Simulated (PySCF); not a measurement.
# One shape, several levels: GaCl (SMILES [Cl][Ga])

We compute a comparison of 4 runs (B3LYP/cc-pVTZ, BHLYP/cc-pVTZ, revPBE/cc-pVTZ, wB97M-V/cc-pVTZ) of GaCl. The job is set up through a Python script.

Program for the calculation: PySCF 2.14.0.

3 further runs of the same task are left out: 3 set aside as unsound or not needed.

### Step 1. Starting point

GaCl: 2 atoms, total charge 0, spin state singlet. As SMILES, `[Cl][Ga]`. The Cl1–Ga2 distance was set to 3.904 Å, away from the relaxed value.

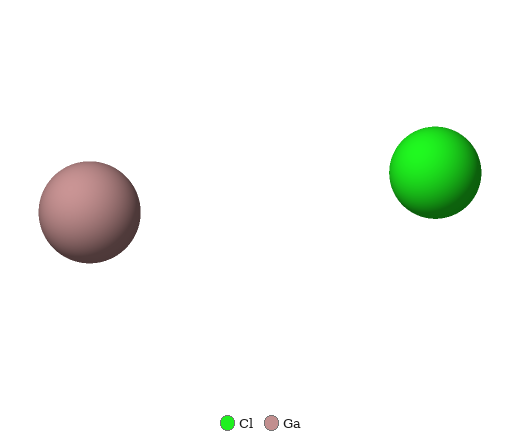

Viewed from a chosen angle; chlorine green, gallium pink.

### Step 2. A single-point energy at B3LYP/cc-pVTZ (run 1)

Input file input.py:

```python
from pyscf import gto, dft

molecule = gto.M(
    atom='''
Cl     0.000000     0.000000    -3.278486
Ga     0.000000     0.000000     4.098060
''',
    basis='cc-pvtz',
    verbose=3,
    spin=0,
    max_memory=1860,
    unit='bohr',
    charge=0,
)

mf = dft.RKS(molecule, xc='b3lyp')
mf.conv_tol = 1e-10
mf.grids.level = 5
mf.kernel()
if not mf.converged:
    mf = mf.newton().run(mf.mo_coeff, mf.mo_occ)

e_final = mf.e_tot
print(f'total energy: {e_final:.8f} hartree')
```

Launch:

```console
$ OMP_NUM_THREADS=1 python input.py
```

Log:

```text
converged SCF energy = -2385.14507660215
total energy: -2385.14507660 hartree
```

It took 7.8 s on 1 thread of Arm Neoverse V2, shared host; peak memory 0.36 GiB.

### Step 3. The energy at BHLYP/cc-pVTZ (run 2)

Input file run.py:

```python
from pyscf import gto, dft

mol = gto.M(
    atom=[
    ('Cl', (0.000000, 0.000000, -1.734900)),
    ('Ga', (0.000000, 0.000000, 2.168600)),
],
    max_memory=1860,
    verbose=3,
    basis='cc-pvtz',
    spin=0,
)

calc0 = dft.RKS(mol)
calc0.xc = 'bhandhlyp'
calc0.conv_tol = 1e-10
calc0.grids.level = 5
calc0.kernel()
if not calc0.converged:
    calc0 = calc0.newton().run(calc0.mo_coeff, calc0.mo_occ)

e_tot = calc0.e_tot
print('E(%s) = %.9f' % ('BHLYP', e_tot))
```

Launch:

```console
$ OMP_NUM_THREADS=1 python run.py
```

Log:

```text
converged SCF energy = -2385.04862626982
E(BHLYP) = -2385.048626270
```

It took 7.2 s on 1 thread of Arm Neoverse V2, shared host; peak memory 0.36 GiB.

### Step 4. The energy at revPBE/cc-pVTZ (run 3)

Input file input.py:

```python
from pyscf import gto, dft

mol = gto.Mole()
mol.atom = 'Cl 0.000000 0.000000 -1.734900; Ga 0.000000 0.000000 2.168600'
mol.charge = 0
mol.basis = 'cc-pvtz'
mol.max_memory = 1860
mol.verbose = 4
mol.build()

calc0 = dft.RKS(mol, xc='revpbe')
calc0.conv_tol = 1e-10
calc0.grids.level = 5
calc0.kernel()
if not calc0.converged:
    calc0 = calc0.newton().run(calc0.mo_coeff, calc0.mo_occ)

etot = calc0.e_tot
print('E = %.10f Eh' % etot)
```

Launch:

```console
$ OMP_NUM_THREADS=1 python input.py
```

Log:

```text
PySCF version 2.14.0

[INPUT] num. atoms = 2
[INPUT] num. electrons = 48
[INPUT] charge = 0
[INPUT] spin (= nelec alpha-beta = 2S) = 0
[INPUT] symmetry False subgroup None
[INPUT] Mole.unit = angstrom
[INPUT] Symbol           X                Y                Z      unit          X                Y                Z       unit  Magmom
[INPUT]  1 Cl     0.000000000000   0.000000000000  -1.734900000000 AA    0.000000000000   0.000000000000  -3.278485853508 Bohr   0.0
[INPUT]  2 Ga     0.000000000000   0.000000000000   2.168600000000 AA    0.000000000000   0.000000000000   4.098060073732 Bohr   0.0

nuclear repulsion = 71.4426515062995
number of shells = 19
number of NR pGTOs = 170
number of NR cGTOs = 77
basis = cc-pvtz
ecp = {}

[... 75 lines left out ...]
converged SCF energy = -2384.85727351059
E = -2384.8572735106 Eh
```

Wall time 9.9 s (1 thread of Arm Neoverse V2, shared host); peak memory 0.36 GiB.

### Step 5. The energy at wB97M-V/cc-pVTZ (run 4)

Input file run.py:

```python
from pyscf import gto, dft

mol = gto.M(
    atom=[
    ('Cl', (0.000000, 0.000000, -1.734900)),
    ('Ga', (0.000000, 0.000000, 2.168600)),
],
    basis='cc-pvtz',
    spin=0,
    verbose=3,
    charge=0,
    max_memory=1860,
)

calc0 = dft.RKS(mol, xc='wb97m-v')
calc0.nlcgrids.level = 1
calc0.grids.level = 5
calc0.conv_tol = 1e-10
calc0.kernel()
if not calc0.converged:
    calc0 = calc0.newton().run(calc0.mo_coeff, calc0.mo_occ)

energy = calc0.e_tot
print(f'total energy: {energy:.8f} hartree')
```

Launch:

```console
$ OMP_NUM_THREADS=1 python run.py
```

Log:

```text
converged SCF energy = -2384.94288888232
total energy: -2384.94288888 hartree
```

Wall time 30 s (1 thread of Arm Neoverse V2, shared host); peak memory 0.39 GiB.

### Step 6. The series

```tsv
run	level	nlc grid	energy (Eh)	dipole moment (D)	HOMO energy (eV)	LUMO energy (eV)	wall time
1	B3LYP/cc-pVTZ	–	-2385.145077	11.66	-5.60	-3.92	7.8 s
2	BHLYP/cc-pVTZ	–	-2385.048626	13.25	-6.65	-3.14	7.2 s
3	revPBE/cc-pVTZ	–	-2384.857274	10.49	-4.80	-4.16	9.9 s
4	wB97M-V/cc-pVTZ	1	-2384.942889	13.33	-7.65	-2.14	30 s
```

### Step 7. What came out

```
            quantity           value
 run 4: total energy  -2384.94289 Eh
run 4: dipole moment         13.33 D
  run 4: HOMO energy        -7.65 eV
  run 4: LUMO energy        -2.14 eV
run 4: HOMO–LUMO gap         5.51 eV
```

In words: The dipole moment (its size) runs from 10.49 D (revPBE/cc-pVTZ) to 13.33 D (wB97M-V/cc-pVTZ). The HOMO–LUMO gap runs from 0.64 eV (revPBE/cc-pVTZ) to 5.51 eV (wB97M-V/cc-pVTZ). Totals of different functionals can't be ranked against each other. All runs together took 55 s, the longest 30 s.
